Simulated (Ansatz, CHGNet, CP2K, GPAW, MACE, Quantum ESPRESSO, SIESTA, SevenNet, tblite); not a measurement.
# GPAW on Pt(100)/Be(0001) interface (64 atoms): settings against a plane-wave reference

Wanted: GPAW inputs and outputs for Pt(100)/Be(0001) interface (64 atoms), checked against a plane-wave reference.

Method: the method is named at each step, in GPAW 26.7.0.

## Step 1: The starting structure

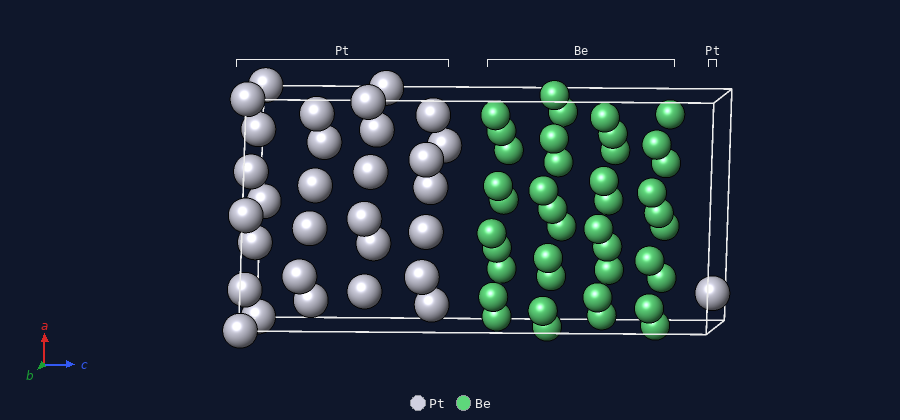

Start, viewed from the side, with the c axis across the page; platinum light grey, beryllium green. Some periodic images of atoms are drawn too.

The cell holds 64 atoms: 24 Pt and 40 Be. Its edges and angles: a = 7.883 Å, b = 6.126 Å, c = 15.503 Å, α = 90.0°, β = 90.0°, γ = 108.8°. Fcc Pt(100), 4 repeat layers, 6 surface cells, strained +0.45 and -1.26 %; hcp Be(0001), 2 layers, 10 cells, -0.45 and +1.29 %; outer planes 2.22 Å apart and 2.02 Å at the second interface of the periodic stack; not relaxed, displaced by a Gaussian of 0.02 Å. Then every atom was moved at random, 0.05 Å r.m.s. a Cartesian component. Regions: Pt, 24 atoms (24 Pt); Be, 40 atoms (40 Be). The structure's axis is c.

The yardstick, on the same geometry:

| Item | Value |
| --- | --- |
| method | Kohn-Sham DFT, PBE, SSSP efficiency 1.3.0 pseudopotentials, plane waves (Quantum ESPRESSO 7.5); sssp-pbe-1.3.0-efficiency, cutoffs 45/360 Ry, Γ point |
| r.m.s. force component | 0.7729 eV/Å |
| longest force | 2.882 eV/Å |
| pressure | 4.039 GPa |
| time | 2.3 min on 2 MPI ranks of Arm Neoverse V1, shared host |
| CPU time | 4.5 min |

## Step 2: PBE, LCAO dzp, h 0.2 Å

Method: Kohn-Sham DFT, PBE, PAW, atomic orbitals (dzp).

Input file run.py:

```python
import numpy as np
from ase.io import read
from gpaw import GPAW, FermiDirac

atoms = read("structure.xyz")
atoms.calc = GPAW(
    mode="lcao",
    basis="dzp",
    h=0.2,
    xc="PBE",
    kpts={"size": (1, 1, 1), "gamma": True},
    occupations=FermiDirac(0.05),
    maxiter=200,
    symmetry={"point_group": False},
    txt="gpaw.txt",
)
energy = atoms.get_potential_energy(force_consistent=True)
forces = atoms.get_forces()
print(f"energy {energy:.6f} eV")
print("forces (eV/A)")
for i, (a, f) in enumerate(zip(atoms, forces)):
    print(f"{i:4d} {a.symbol:2s} {f[0]:10.5f} {f[1]:10.5f} {f[2]:10.5f}")
print(f"Fermi level {atoms.calc.get_fermi_level():.4f} eV")
for k in range(len(atoms.calc.get_ibz_k_points())):
    for s in range(atoms.calc.get_number_of_spins()):
        e = atoms.calc.get_eigenvalues(kpt=k, spin=s)
        n = np.searchsorted(e, atoms.calc.get_fermi_level())
        print(f"k {k} spin {s} levels about the Fermi level:", np.round(e[max(n - 6, 0):n], 4).tolist(), "|", np.round(e[n:n + 6], 4).tolist())
```

Input file structure.xyz:

```xyz
64
Lattice="7.88350 0.00000 0.00000 -1.97134 5.80046 0.00000 0.00000 0.00000 15.50256" Properties=species:S:1:pos:R:3 pbc="T T T"
Pt 3.94419 3.93410 0.00899
Pt 4.00467 1.90534 1.94433
Pt 3.98575 3.82668 3.96168
Pt 3.95596 1.97627 5.77904
Pt 5.90145 1.91270 0.00403
Pt 5.95702 0.05725 2.01967
Pt 5.88998 2.00934 3.94230
Pt 5.88192 0.00615 5.99344
Pt -0.05415 3.82065 15.42040
Pt 0.07069 2.00980 1.93332
Pt -0.07973 3.80429 3.88587
Pt -0.03873 1.95458 5.93919
Pt 2.03658 1.96415 0.01721
Pt -0.07965 5.73770 1.90914
Pt 2.01498 2.02842 3.95222
Pt -0.07429 5.75696 5.96849
Pt 3.93517 0.02448 0.07178
Pt 2.04893 3.84385 2.00448
Pt 1.90648 5.70812 3.99594
Pt 1.95525 3.82836 5.86074
Pt -1.94958 5.76937 0.00264
Pt 5.96317 3.79188 2.11796
Pt 7.82816 0.01856 4.00881
Pt 5.91754 3.89043 5.98492
Be 1.57232 0.54130 8.07342
Be -1.01079 5.04350 9.93916
Be 1.57895 0.45406 11.62475
Be -0.91907 5.10417 13.46552
Be -0.27382 3.96850 8.17341
Be 6.92007 2.77030 9.86598
Be -0.28750 4.05771 11.63932
Be -0.92437 2.85139 13.45700
Be -0.34868 1.67152 8.07575
Be 6.94178 0.46056 9.93296
Be -0.25289 1.55110 11.54507
Be 6.88378 0.47442 13.49219
Be 5.61745 5.13016 8.17093
Be 5.13115 3.96815 10.01620
Be 5.55493 5.18631 11.80566
Be 4.93463 4.03654 13.43514
Be 5.67400 2.82204 8.15233
Be 4.92934 1.62738 9.95450
Be 5.60019 2.84484 11.84954
Be 4.92061 1.64402 13.52304
Be 5.62600 0.47987 8.18101
Be 3.04971 5.19188 9.84831
Be 5.66255 0.42407 11.70381
Be 3.03395 5.07563 13.43467
Be 3.51233 3.94524 8.21341
Be 3.00937 2.92691 9.93916
Be 3.71084 3.93294 11.71373
Be 2.91947 2.81868 13.45669
Be 3.65133 1.58150 8.17853
Be 3.03552 0.50528 10.01310
Be 3.61208 1.76172 11.67064
Be 3.09148 0.44385 13.41995
[... 4 atom lines left out ...]
Be 1.69250 2.84089 8.12815
Be 1.03970 1.66148 9.83622
Be 1.76355 2.80974 11.78257
Be 0.98149 1.76989 13.50862
```

The run is started by

```bash
$ OMP_NUM_THREADS=1 python run.py > output.txt
```

Output:

```text
energy -266.848747 eV
forces (eV/A)
   0 Pt   -0.39000   -0.03443   -1.43991
   1 Pt   -0.66202   -0.04472    0.24257
   2 Pt   -0.53180    1.88550   -0.54489
   3 Pt   -0.58195   -1.08386    2.17829
   4 Pt    0.64781    0.06813   -1.31856
   5 Pt    0.05421   -0.67251    0.43191
   6 Pt    0.03699   -3.04549    0.75676
   7 Pt    0.38690   -0.16360    0.86502
   8 Pt    0.57433    0.58470   -1.66842
   9 Pt   -0.52322   -1.78854    0.05459
  10 Pt    1.52903    1.75636    0.66659
  11 Pt    0.40048   -0.18548    0.99795
  12 Pt   -0.17374   -0.71523   -0.89403
  13 Pt    1.12212    1.08743    0.62430
  14 Pt   -1.57573   -2.77855   -0.28718
  15 Pt    1.17616   -0.07215    0.50325
  16 Pt    0.12143   -0.69992   -0.95504
  17 Pt    0.01564    0.93062   -0.07909
  18 Pt    0.72275    1.26596   -0.07477
  19 Pt    0.25383    0.69054    2.15213
  20 Pt    0.08768    0.14270   -0.85670
  21 Pt   -0.67404    1.43323   -1.60085
  22 Pt    0.53810    0.96408   -0.68279
  23 Pt   -0.15145    0.13215    2.49550
[...]
56 Be    0.40588   -0.57924   -1.33094
  57 Be   -0.57731   -0.25091   -0.46918
  58 Be    0.01618   -0.26116   -0.30614
  59 Be   -0.07203    0.63408    1.38646
  60 Be   -0.32594   -0.10212   -0.69811
  61 Be   -0.31470    0.40535    0.14324
  62 Be   -0.71357   -0.33304   -1.32642
  63 Be   -0.34568   -0.92224    0.21556
Fermi level 9.3925 eV
k 0 spin 0 levels about the Fermi level: [9.2098, 9.2217, 9.2343, 9.3058, 9.3495, 9.3791] | [9.4043, 9.4579, 9.4681, 9.5119, 9.5504, 9.5803]
```

gpaw.txt:

```text
Input parameters:
  mode=LCAO(),
  basis={'default': 'dzp'},
  h=0.2,
  kpts=MonkhorstPack(size=(1, 1, 1), gamma=True),
  maxiter=200,
  occupations=Occupations(name='fermi-dirac', width=0.05, fixmagmom=False),
  symmetry=Symmetry(point_group=False),
  xc=XC(name='PBE')
Unit cell  # Å
| periodic |         x |        y |         z |   lengths |     angles |
|----------|-----------|----------|-----------|-----------|------------|
|      yes |  7.883500 | 0.000000 |  0.000000 |  7.883500 |  90.000000 |
|      yes | -1.971340 | 5.800460 |  0.000000 |  6.126297 |  90.000000 |
|      yes |  0.000000 | 0.000000 | 15.502560 | 15.502560 | 108.770804 |
Number of symmetries: 1
Symmetry operations  # r_c * U_cc + t_c -> r_c
|   | kind |            matrix            |
|---|------|------------------------------|
| 0 |  E   |  1, 0, 0,  0, 1, 0,  0, 0, 1 |
BZ-sampling:
  Number of BZ points: 1
  Number of IBZ points: 1
  Monkhorst-Pack size: [1, 1, 1]
  Monkhorst-Pack shift: [0, 0, 0]
[... lines left out ...]
  Fermi-Dirac:
[... lines left out ...]
    Stencil: 8*3+1=25 point O(h^6) finite-difference Laplacian
xc functional:
  name: PBE with 2 nearest neighbor stencil
interpolation: tri-quintic # 5. degree polynomial
Initialization done in: 11.480 s
convergence criteria:
- Maximum [total energy] change in last 3 cyles: 0.0005 eV / valence electron
- Maximum integral of absolute [dens]ity change: 0.0001 electrons / valence electron
- Maximum integral of absolute [eigenst]ate change: 4e-08 eV^2 / valence electron
maximum number of iterations: 200
SCF iterations
|iter     |      energy | eigst |  dens |
|---------|-------------|-------|-------|
|iter:   1| -323.315858 |      c|       |
|iter:   2| -305.043910 |      c| -0.98 |
|iter:   3| -281.063007 |      c| -0.92 |
|iter:   4| -276.080348 |      c| -1.10 |
[...]
|iter:  10| -266.738364 |      c| -1.94 |
|iter:  11| -266.661937 |      c| -2.06 |
|iter:  12| -266.657417c|      c| -2.24 |
|iter:  13| -266.662677c|      c| -2.35 |
|iter:  14| -266.679071c|      c| -2.44 |
[...]
|iter:  21| -266.623288c|      c| -3.59 |
|iter:  22| -266.622833c|      c| -3.59 |
|iter:  23| -266.622886c|      c| -4.12c|
Converged in 23 steps
SCF loop duration: 481.613 s (20.940 s/step)
Energy contributions relative to reference atoms: (reference = -12024936.105363)
Energy contributions:
  Kinetic:           8.371700
  Coulomb:          30.513592
  Zero:             -4.068090
  External:          0.000000
  Xc:             -301.214228
  Entropy:          -0.451720
  Spinorbit:         0.000000
  ----------------------------
  Free energy:    -266.848747
  Extrapolated:   -266.622886
dipole moment: (-2.595271, -10.476622, -214.192660)  # |e|*Ang
Fermi level: 9.392
Eigenvalues  # (at kpt = [0.000, 0.000, 0.000])
| band index |      eig [eV] | occ [0-2] |
|------------|---------------|-----------|
|          0 |       -43.864 |     2.000 |
|        ... |               |           |
|        224 |         9.055 |     1.998 |
|        225 |         9.165 |     1.979 |
[...]
|        239 |         9.717 |     0.003 |
|        ... |               |           |
|        282 |        15.535 |     0.000 |
Gap: 0.025 eV
Transition (v -> c):
  (s=0, k=0, n=231, [0.00, 0.00, 0.00]) -> (s=0, k=0, n=232, [0.00, 0.00, 0.00])
No difference between direct/indirect transitions
Force computation time: 54.851  # s
timing:  # [seconds]
  Total:  547.976  # ━━━━━━━━━━━━━━━━━━━━━━━━━━━━━━━━━━━━━━━━━━━━━━━━━━━━━━━━
  Init:    11.479  # ━
  SCF:    481.613  # ━━━━━━━━━━━━━━━━━━━━━━━━━━━━━━━━━━━━━━━━━━━━━━━━━
  Forces:  54.851  # ━━━━━╸
```

It took 9.2 min on 1 thread of Arm Neoverse V1, shared host; peak memory 1.1 GiB.

Banners, paths, timers and routine set-up lines are dropped from the logs unmarked, and long logs keep their key lines alone; longer cuts are marked.

Numbers from this run, and their distance from the reference:

```yaml
r_m_s_force_component: 0.8603 eV/Å
r_m_s_difference_of_force_components: 111.9 meV/Å
longest_difference_of_force_vectors: 397.4 meV/Å
force_difference_over_r_m_s_force: 14.48 %
slope_of_forces_against_the_reference_s: 1.109
correlation_of_force_components: 0.9963
```

Length of the force difference by element (eV/Å):

```csv
element,atoms,mean,most
Be,40,0.17,0.27
Pt,24,0.19,0.40
```

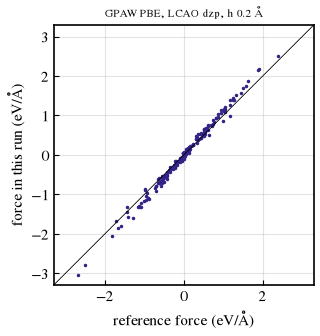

Force components against those of the reference; the line marks equality.

Local excerpt of 13 atoms (numbers count through the whole input) about Be38, picked at random; x, y, z are measured from there.

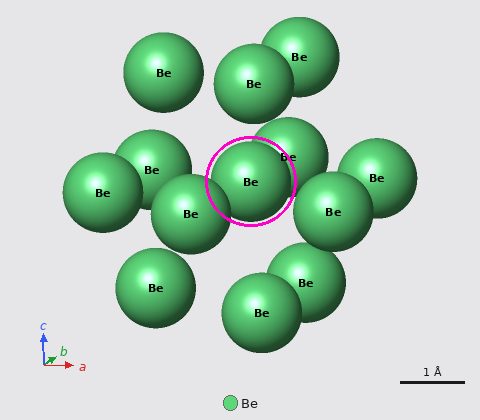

The atoms of the table, within 2.4 Å (arrows a, b, c point along x, y, z); some may hide others; the central atom is ringed.

| atom | x | y | z | distance (Å) | Fx | Fy | Fz (eV/Å) |
| --- | --- | --- | --- | --- | --- | --- | --- |
| Be38 | 0.00 | 0.00 | 0.00 | 0.00 | -2.06 | -0.14 | -0.70 |
| Be26 | 1.74 | 1.08 | -0.08 | 2.05 | 0.49 | 1.14 | -0.55 |
| Be30 | 1.79 | -1.20 | -0.15 | 2.16 | 0.04 | 0.06 | 0.45 |
| Be43 | 0.47 | -1.12 | 1.83 | 2.20 | 0.88 | -0.60 | -1.22 |
| Be39 | 0.42 | 1.22 | 1.79 | 2.21 | 1.11 | -0.79 | -0.70 |
| Be51 | -1.42 | -0.04 | 1.70 | 2.21 | -0.01 | 0.17 | -0.18 |
| Be37 | 0.49 | 1.16 | -1.85 | 2.23 | -0.34 | -0.43 | -1.16 |
| Be41 | 0.54 | -1.15 | -1.86 | 2.25 | -0.78 | -0.09 | -0.83 |
| Be34 | -0.16 | 2.29 | -0.08 | 2.30 | -0.38 | 0.23 | -0.79 |
| Be42 | -0.20 | -2.34 | -0.06 | 2.35 | 0.16 | 0.73 | -0.35 |
| Be50 | -2.12 | -1.04 | -0.08 | 2.36 | -0.50 | -0.56 | -0.21 |
| Be46 | -2.08 | 1.22 | -0.17 | 2.42 | -0.60 | -0.18 | 0.84 |
| Be49 | -1.62 | -0.02 | -1.80 | 2.42 | 1.58 | 0.28 | -1.84 |

Atoms are counted from 1 here, from 0 in the log.

Forces lie 14 % from the reference's, at 2.0 times its CPU time (on 1 against 2 cores).

## Step 3: PBE, LCAO dzp, h 0.22 Å

Method: Kohn-Sham DFT, PBE, PAW, atomic orbitals (dzp).

run.py, as its differences from that of step 2:

```diff
@@ -8,3 +8,3 @@
     basis="dzp",
-    h=0.2,
+    h=0.22,
     xc="PBE",
```

structure.xyz is that of step 2.

Output:

```text
energy -266.538561 eV
forces (eV/A)
   0 Pt   -0.38403   -0.02885   -1.43323
   1 Pt   -0.65733   -0.04732    0.24228
   2 Pt   -0.52664    1.88972   -0.54974
   3 Pt   -0.57921   -1.08398    2.16939
   4 Pt    0.64560    0.07153   -1.31634
   5 Pt    0.05617   -0.66985    0.42645
   6 Pt    0.03545   -3.05091    0.74961
   7 Pt    0.37722   -0.16421    0.85997
   8 Pt    0.57468    0.58712   -1.66716
   9 Pt   -0.52784   -1.78623    0.05236
  10 Pt    1.53517    1.75494    0.67512
  11 Pt    0.40175   -0.18861    1.00339
  12 Pt   -0.17211   -0.71448   -0.88993
  13 Pt    1.11685    1.09142    0.61714
  14 Pt   -1.56912   -2.78446   -0.29289
  15 Pt    1.16704   -0.06657    0.50852
  16 Pt    0.11971   -0.69384   -0.96018
  17 Pt    0.02219    0.93144   -0.08689
  18 Pt    0.72262    1.26245   -0.06963
  19 Pt    0.24891    0.69337    2.15952
  20 Pt    0.08406    0.14161   -0.85485
  21 Pt   -0.67164    1.43084   -1.61108
  22 Pt    0.53446    0.96208   -0.67662
  23 Pt   -0.14624    0.12898    2.49091
[...]
56 Be    0.40839   -0.57787   -1.32722
  57 Be   -0.57971   -0.24805   -0.46466
  58 Be    0.01092   -0.26117   -0.30705
  59 Be   -0.07154    0.63846    1.38783
  60 Be   -0.32289   -0.10148   -0.69677
  61 Be   -0.31363    0.40305    0.13954
  62 Be   -0.71772   -0.33399   -1.32028
  63 Be   -0.35281   -0.92612    0.20874
Fermi level 9.3928 eV
k 0 spin 0 levels about the Fermi level: [9.2102, 9.2221, 9.2345, 9.3062, 9.3498, 9.3796] | [9.4042, 9.4583, 9.4686, 9.5122, 9.5508, 9.5805]
```

gpaw.txt:

```text
Input parameters:
  mode=LCAO(),
  basis={'default': 'dzp'},
  h=0.22,
  kpts=MonkhorstPack(size=(1, 1, 1), gamma=True),
  maxiter=200,
  occupations=Occupations(name='fermi-dirac', width=0.05, fixmagmom=False),
  symmetry=Symmetry(point_group=False),
  xc=XC(name='PBE')
Unit cell  # Å
| periodic |         x |        y |         z |   lengths |     angles |
[... lines left out ...]
  Fermi-Dirac:
[... lines left out ...]
convergence criteria:
- Maximum [total energy] change in last 3 cyles: 0.0005 eV / valence electron
[... lines left out ...]
Converged in 23 steps
[... lines left out ...]
  Free energy:    -266.538561
  Extrapolated:   -266.312698
dipole moment: (-2.610703, -10.476444, -214.200833)  # |e|*Ang
Fermi level: 9.393
Eigenvalues  # (at kpt = [0.000, 0.000, 0.000])
| band index |      eig [eV] | occ [0-2] |
|------------|---------------|-----------|
|          0 |       -43.864 |     2.000 |
|        ... |               |           |
|        224 |         9.055 |     1.998 |
|        225 |         9.165 |     1.979 |
[...]
|        239 |         9.717 |     0.003 |
|        ... |               |           |
|        282 |        15.535 |     0.000 |
Gap: 0.025 eV
Transition (v -> c):
  (s=0, k=0, n=231, [0.00, 0.00, 0.00]) -> (s=0, k=0, n=232, [0.00, 0.00, 0.00])
No difference between direct/indirect transitions
Force computation time: 47.120  # s
timing:  # [seconds]
  Total:  477.628  # ━━━━━━━━━━━━━━━━━━━━━━━━━━━━━━━━━━━━━━━━━━━━━━━━━━━━━━━━
  Init:    10.655  # ━
  SCF:    419.822  # ━━━━━━━━━━━━━━━━━━━━━━━━━━━━━━━━━━━━━━━━━━━━━━━━━
  Forces:  47.121  # ━━━━━╸
```

It took 8 min on 1 thread; peak memory 0.99 GiB.

Against the reference:

* r.m.s. force component: 0.8605 eV/Å
* r.m.s. difference of force components: 112.4 meV/Å
* longest difference of force vectors: 403.2 meV/Å
* force difference over r.m.s. force: 14.54 %
* slope of forces against the reference's: 1.109
* correlation of force components: 0.9963
* energy less the same-level run's: 4.847 meV/atom
* r.m.s. force difference from the same-level run: 4.131 meV/Å

This is a coarse setting, run to see what it loses.

Against the first run (14 %), the force difference from the reference is 15 %, at 0.87 times the CPU time: the change moves forces by 4.1 meV/Å r.m.s., so most of the difference comes from elsewhere.

## Step 4: The ladder

Differences are against the plane-wave reference, forces as r.m.s. over components; share is that over the reference's r.m.s. force, slope the least-squares factor from reference forces to these. Total energies of different programs have different zeros and aren't compared.

```csv
run,"Δ force, r.m.s. (meV/Å)",share (%),slope,cores,CPU time,memory (GiB)
reference,-,-,-,2,4.5 min,1.5
"GPAW PBE, LCAO dzp, h 0.2 Å",112,14.5,1.109,1,9.2 min,1.1
"GPAW PBE, LCAO dzp, h 0.22 Å (coarse)",112,14.5,1.109,1,8 min,0.99
```

Rows marked coarse were listed beforehand as settings not expected to be converged; some can still land near the reference.

CPU time is summed over cores on a shared host, where runs went side by side, so it is rough. Symmetry, cutoffs, thresholds, outputs and thread counts weren't matched or tuned between programs; memory under MPI is the largest rank's times the ranks.

Within one program, basis, potentials and functional, energies share a zero. Each run against its twin at the usual cutoff or grid and solver:

```csv
run,twin,Δ energy (meV/atom),"Δ force, r.m.s. (meV/Å)",CPU time over the twin's
"GPAW PBE, LCAO dzp, h 0.22 Å","LCAO dzp, h 0.2 Å",4.85,4.13,0.87
```

A second geometry, displaced anew (every atom was moved at random, 0.04 Å r.m.s. a Cartesian component), gives an energy difference that all programs can be tested on. The reference puts it at -14.3 meV/atom.

```
                         run  energy less the first geometry's (meV/atom)  error (meV/atom)  force share at the second geometry (%)
 GPAW PBE, LCAO dzp, h 0.2 Å                                       -17.17             -2.87                                    15.2
GPAW PBE, LCAO dzp, h 0.22 Å                                       -17.13             -2.83                                    15.2
```

## Step 5: Results

```
nearest in forces : GPAW PBE, LCAO dzp, h 0.2 Å, 14 %
its CPU time      : 9.2 min
```

The PBE run in local orbitals, coarse settings apart, differs by 14 % (GPAW PBE, LCAO dzp, h 0.2 Å); basis, grid and potentials can all enter. Runs with settings chosen to be coarse differ by 15 % (GPAW PBE, LCAO dzp, h 0.22 Å), their programs' other errors included. None of the electronic-structure runs in the table takes under half the reference's CPU time of 4.5 min; they take 1.8 to 2.0 times as much. GPAW PBE, LCAO dzp, h 0.22 Å stiffens the forces by a factor of 1.11 while following their directions (correlation 0.996); the slopes of the 2 GPAW runs lie between 1.11 and 1.11. All runs miss the energy difference between the two geometries, -14.3 meV/atom in the reference, by about 2.8 meV/atom. The potentials hold different valence shells: 544 electrons in the reference, 464 in GPAW; this bears on time and differences. The cell is under 6 Å thick along one periodic direction, so every atom has periodic images of itself close by, which move with it and show among its neighbours and in g(r). The reference's stress is far from hydrostatic: its diagonal is 15.2, -0.5, -2.6 GPa, compression counted positive. The host structure and its lattice constant were typed by rule, without a check against the phase diagram. The reference's pressure of 4.0 GPa belongs to a cell and atoms that aren't relaxed at this level. The electronic-structure runs sample only Γ, in a cell whose shortest periodic width is 6 Å, which is coarse for a cell with partly filled levels. Spin–orbit coupling is left out, which matters for the levels of the heavy elements.

[Also dropped from logs without a mark: logging warnings of Python, and SIESTA's first energy breakdown and zero terms.]

[Logs are printed without paths, hosts, clocks, repeated set-up lines and the standing remarks that a program may print on its own settings, such as how far it seeks lower states.]

[Hosts, paths, dates, database ids (printed as entryN), source tags and the programs' standing remarks are cut or masked in the printed files.]
